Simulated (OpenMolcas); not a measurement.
# singlet [SnH3O2]− at 6 levels

Wanted: a comparison of 6 runs (HF/STO-3G, BHLYP/def2-SVPD, M06-L/def2-SVPD, PBE/def2-SVPD, TPSS/def2-SVPD, revPBE/def2-SVPD) of singlet [SnH3O2]−. 

The results are computed with OpenMolcas 26.06.

### 1 The system as given

The species is [SnH3O2]− (6 atoms), meant as a singlet with charge -1. As SMILES of the parent species, `[OH][SnH][OH]`. Geometry: relaxed at PBE0-D4/def2-TZVP. This is one conformer, not always the lowest. That shape belongs to the parent species and isn't relaxed for this state.

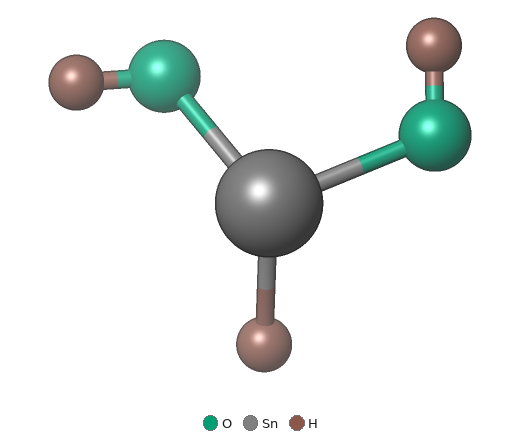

The structure, seen from a chosen angle (oxygen teal, tin grey, hydrogen brown).

### 2 A single-point energy at HF/STO-3G (run 1)

The input, geom.xyz:

```xyz
6

O     -1.248300    -0.684700    -0.233400
Sn     0.417000     0.302500    -0.639600
O      1.413900    -0.038300     1.016700
H     -1.852000    -0.783400    -0.973600
H      0.128600     2.026100    -0.624300
H      1.182700    -0.886000     1.408100
```

The input, run.inp:

```
&GATEWAY
  BasLib
  $CurrDir
  Coord
  geom.xyz
  Basis
  STO-3G
  Group
  NoSym

&SEWARD

&SCF
  Charge
  -1
  Thresholds
  1e-10 1e-07 1e-07 1e-05
  PrOrbitals
  1
```

The basis set STO-3G is read from a file made from the Basis Set Exchange's data (not shown).

The run is started by

```sh
$ export MOLCAS_MEM=1860
$ pymolcas run.inp > run.log
```

Log:

```text
--- Start Module: gateway ---
[...]
--- Stop Module: gateway /rc=_RC_ALL_IS_WELL_ ---
--- Start Module: seward ---
[...]
      Basis functions           40
--- Stop Module: seward /rc=_RC_ALL_IS_WELL_ ---
--- Start Module: scf ---
[...]
       Convergence after  13 Iterations
[...]
::    Total SCF energy                              -6112.5338378408
[...]
      Total spin, S                                     0.0000000000
[...]
      Total electronic charge=   70.000000
      Total            charge=   -1.000000
[...]
      Dipole Moment (debye):
      Origin of the operator (angstrom)=    0.3363    0.1618   -0.4154
                   X= -9.6296E-01               Y= -1.0757E-01               Z= -4.8942E-01           Total=  1.0855E+00
      Center of Charge (angstrom)
[...]
--- Stop Module: scf /rc=_RC_ALL_IS_WELL_ ---
[...]
```

It took 2.1 s on 1 thread of Intel Xeon Platinum 8375C at 2.90GHz (Ice Lake), shared host; peak memory 0.38 GiB.

### 3 The energy at BHLYP/def2-SVPD (core potential) (run 2)

The input, mol.inp:

```
>>> EXPORT MOLCAS_PRINT=2

&GATEWAY
  BASLIB
  $CurrDir
  COORD
  6
  angstrom
  O       -1.248300      -0.684700      -0.233400
  Sn       0.417000       0.302500      -0.639600
  O        1.413900      -0.038300       1.016700
  H       -1.852000      -0.783400      -0.973600
  H        0.128600       2.026100      -0.624300
  H        1.182700      -0.886000       1.408100
  BASIS
  def2-SVPD
  GROUP
  NoSym

&SEWARD
  GRIDINPUT
  Grid=UltraFine
  End of Grid

&SCF
  CHARGE
  -1
  KSDFT
  HYB_GGA_XC_BHANDHLYP
  THRESHOLDS
  1e-10 1e-07 1e-07 1e-05
  PRORBITALS
  1 2
```

The basis set def2-SVPD is read from a file made from the Basis Set Exchange's data (not shown).

The run is started by

```sh
$ export MOLCAS_MEM=1860
$ pymolcas mol.inp > mol.log
```

Log:

```text
--- Start Module: gateway ---
[...]
--- Stop Module: gateway /rc=_RC_ALL_IS_WELL_ ---
--- Start Module: seward ---
[...]
      Basis functions          102
--- Stop Module: seward /rc=_RC_ALL_IS_WELL_ ---
[...]
--- Start Module: scf ---
[...]
       Convergence after  19 Iterations
[...]
::    Total KS-DFT energy                            -366.3440724981
[...]
      Total spin, S                                     0.0000000000
[...]
      Total electronic charge=   42.000000
      Total            charge=   -1.000000
[...]
      Dipole Moment (debye):
      Origin of the operator (angstrom)=    0.3363    0.1618   -0.4154
                   X= -9.6800E-01               Y= -5.1167E-01               Z= -7.0075E-01           Total=  1.3000E+00
      Center of Charge (angstrom)
[...]
--- Stop Module: scf /rc=_RC_ALL_IS_WELL_ ---
[...]
```

Run time: 33 s. Hardware: 1 thread of Intel Xeon Platinum 8375C at 2.90GHz (Ice Lake), shared host; peak memory 0.58 GiB.

Runs 3 to 5 aren't shown in full; the table further down has their settings and results.

### 4 The energy at revPBE/def2-SVPD (core potential) (run 6)

The input, job.input:

```
* H3O2Sn Kohn-Sham DFT

&GATEWAY
 BASLIB=$CurrDir
 COORD
 6
 angstrom
 O       -1.248300      -0.684700      -0.233400
 Sn       0.417000       0.302500      -0.639600
 O        1.413900      -0.038300       1.016700
 H       -1.852000      -0.783400      -0.973600
 H        0.128600       2.026100      -0.624300
 H        1.182700      -0.886000       1.408100
 BASIS=def2-SVPD
 GROUP=NoSym

&SEWARD
 GRIDINPUT
 Grid=UltraFine
 End of Grid

&SCF
 CHARGE=-1
 KSDFT=revPBE
 THRESHOLDS=1e-10 1e-07 1e-07 1e-05
 PRORBITALS=1 1
```

The basis set def2-SVPD is read from a file made from the Basis Set Exchange's data (not shown).

The run is started by

```sh
$ export MOLCAS_MEM=1860
$ pymolcas job.input > job.log
```

Log:

```text
--- Start Module: gateway ---
[...]
--- Stop Module: gateway /rc=_RC_ALL_IS_WELL_ ---
--- Start Module: seward ---
[...]
      Basis functions          102
--- Stop Module: seward /rc=_RC_ALL_IS_WELL_ ---
[...]
--- Start Module: scf ---
[...]
       Convergence after  19 Iterations
[...]
::    Total KS-DFT energy                            -366.4934711808
[...]
      Total spin, S                                     0.0000000000
[...]
      Total electronic charge=   42.000000
      Total            charge=   -1.000000
[...]
      Dipole Moment (debye):
      Origin of the operator (angstrom)=    0.3363    0.1618   -0.4154
                   X= -7.8442E-01               Y= -5.1348E-01               Z= -6.9047E-01           Total=  1.1644E+00
      Center of Charge (angstrom)
[...]
--- Stop Module: scf /rc=_RC_ALL_IS_WELL_ ---
[...]
```

It took 33 s on 1 thread of Intel Xeon Platinum 8375C at 2.90GHz (Ice Lake), shared host; peak memory 0.58 GiB.

### 5 Overview of the runs

```csv
run,level,integration grid,energy (Eh),HOMO energy (eV),LUMO energy (eV),HOMO–LUMO gap (eV),wall time
1,HF/STO-3G,–,-6112.533838,3.84,17.99,14.14,2.1 s
2,BHLYP/def2-SVPD (core potential),UltraFine,-366.344072,-0.47,4.61,5.08,33 s
3,M06-L/def2-SVPD (core potential),UltraFine,-366.625585,1.29,4.49,3.20,42 s
4,PBE/def2-SVPD (core potential),UltraFine,-366.335449,1.18,3.54,2.37,42 s
5,TPSS/def2-SVPD (core potential),UltraFine,-366.424274,1.15,3.73,2.58,49 s
6,revPBE/def2-SVPD (core potential),UltraFine,-366.493471,1.23,3.60,2.37,33 s
```

### 6 Outcome

| quantity | value |
| --- | --- |
| run 6: total energy | -366.49347 Eh |
| run 6: HOMO energy | 1.23 eV |
| run 6: LUMO energy | 3.60 eV |
| run 6: HOMO–LUMO gap (to an unbound level, set by the basis) | 2.37 eV |

In words: The HOMO–LUMO gap runs from 2.37 eV (PBE/def2-SVPD) to 14.14 eV (HF/STO-3G). The two ends differ in method and basis and core potential. The empty levels of an anion lie above zero and hang on the basis. Totals of different functionals can't be ranked against each other. Some runs of one species differ in core potentials or relativity; totals across that change don't compare. In runs 1, 3, 4, 5, 6 the HOMO lies above zero, so the outermost electron may be held by the basis alone. In run 1 the basis is minimal, so the values are rough. In run 1 relativity is left out where basis or elements ask for it. All runs together took 3.3 min, the longest 49 s.
